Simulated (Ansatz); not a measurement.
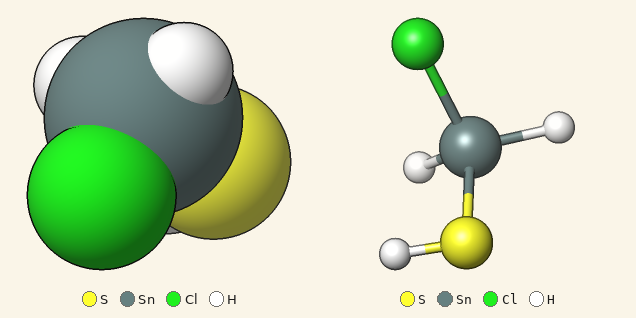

Two views of one molecule.

The computed structure is the end point of a PBE0-D4/def2-TZVP optimisation.

**Which formula does it have?**

ClH3SSn, 6 atoms: 1 chlorine, 3 hydrogen, 1 sulfur and 1 tin.

**How many atoms are distinct by symmetry?**

6: 1 S, 1 Sn, 1 Cl, 1 H, 1 H, 1 H.

**How many bonds of each kind are drawn?**

2 Sn–H, 1 S–Sn, 1 Cl–Sn, 1 S–H.

The parts below concern this one geometry. Atoms keep their numbers from picture to picture.

## Electronic properties

Level of theory: RKS CAM-B3LYP-D4/def2-TZVPP, core potentials on Sn (Ansatz 0.2.0).

Computed properties:

- HOMO energy (Kohn–Sham orbital): −9.10 eV
- LUMO energy (Kohn–Sham orbital): −0.18 eV
- HOMO–LUMO gap: 8.92 eV

## Charges

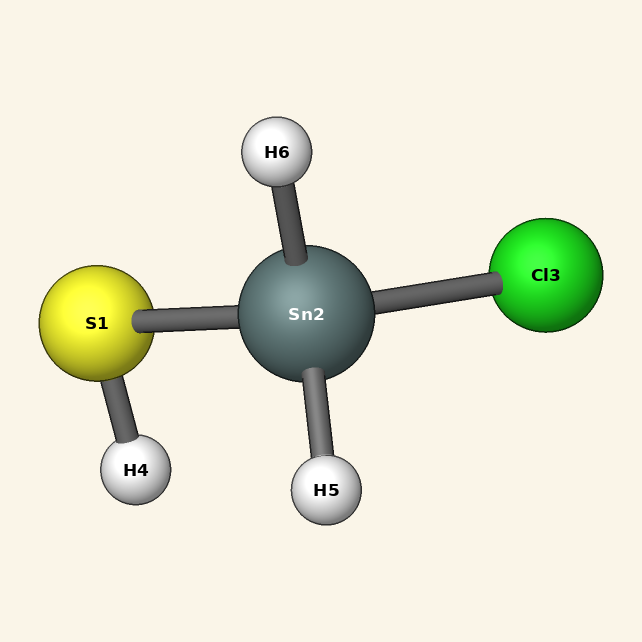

The questions are on Mulliken charges. Method: RKS ωB97M-V/def2-TZVPP, core potentials on Sn (Ansatz 0.2.0).

**Which atom carries the highest charge (most positive or least negative)?**

Sn2 (0.68 e).

**And the lowest?**

Cl3 (−0.35 e).

List the Mulliken charges.

| atom | value (e) |
| --- | --- |
| S1 | −0.33 |
| Sn2 | 0.68 |
| Cl3 | −0.35 |
| H4 | 0.13 |
| H5 | −0.06 |
| H6 | −0.06 |

## Vibrations

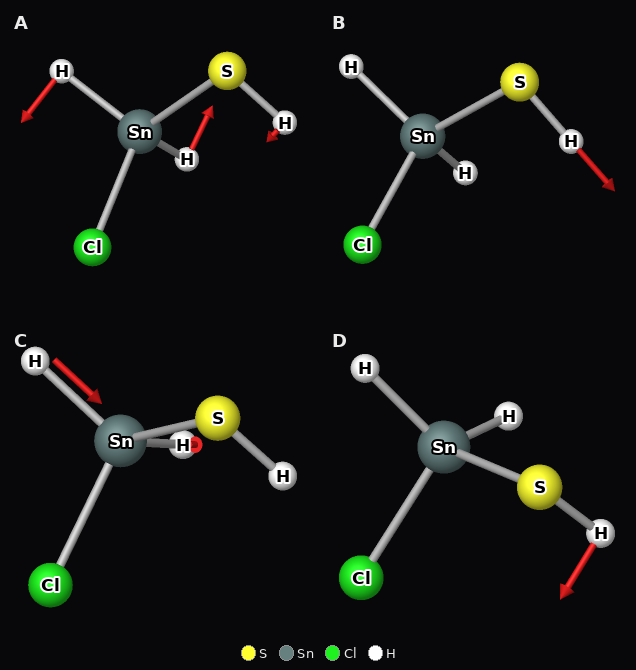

4 normal modes of one molecule or complex, as arrows. Harmonic vibrations computed with RKS PBE0-D4/def2-TZVP, core potentials on Sn (Ansatz 0.2.0) at a stationary point of the same level.

**Match the panels to the wavenumbers 147 cm⁻¹, 521 cm⁻¹, 1989 cm⁻¹, 2714 cm⁻¹.**

A: 521 cm⁻¹, Cl–Sn–H bending
B: 2714 cm⁻¹, S–H stretching
C: 1989 cm⁻¹, Sn–H stretching
D: 147 cm⁻¹, a torsion or out-of-plane motion in which bond lengths and bond angles hardly change

## Thermal motion

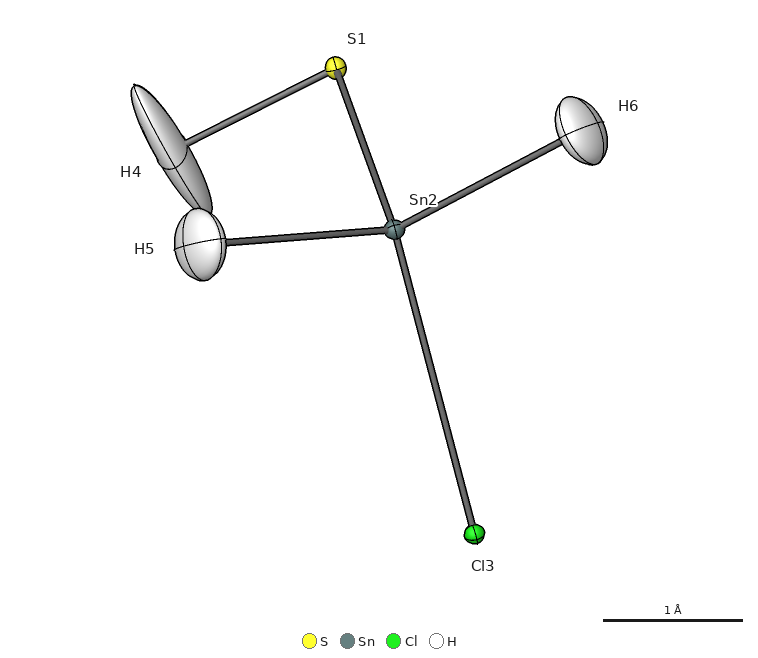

Displacement ellipsoids at the 50 % level, from the internal vibrations of the free molecule (harmonic, no overall translation or rotation; no half-axis is drawn under 0.075 Å). Vibrations computed with RKS PBE0-D4/def2-TZVP, core potentials on Sn (Ansatz 0.2.0). Temperature: 100 K.

**Which atom moves most?**

H4, with U_eq = 0.0634 Å².

**Does H4 move more along its bond or across it?**

Across it: the root-mean-square amplitude is 0.079 Å along the bond and up to 0.398 Å across, since bending and torsion are softer than stretching.

Give the displacement parameters, one line for each set of equivalent atoms.

| atom | U_eq (Å²) | rms amplitudes (Å) |
| --- | --- | --- |
| S1 | 0.0014 | 0.008, 0.032, 0.054 |
| Sn2 | 0.00020 | 0.005, 0.011, 0.021 |
| Cl3 | 0.0013 | 0.009, 0.031, 0.053 |
| H4 | 0.0634 | 0.078, 0.159, 0.398 |
| H5 | 0.0234 | 0.092, 0.170, 0.181 |
| H6 | 0.0234 | 0.092, 0.171, 0.180 |

Mulliken values depend strongly on the basis set and can even reverse the polarity of a bond.
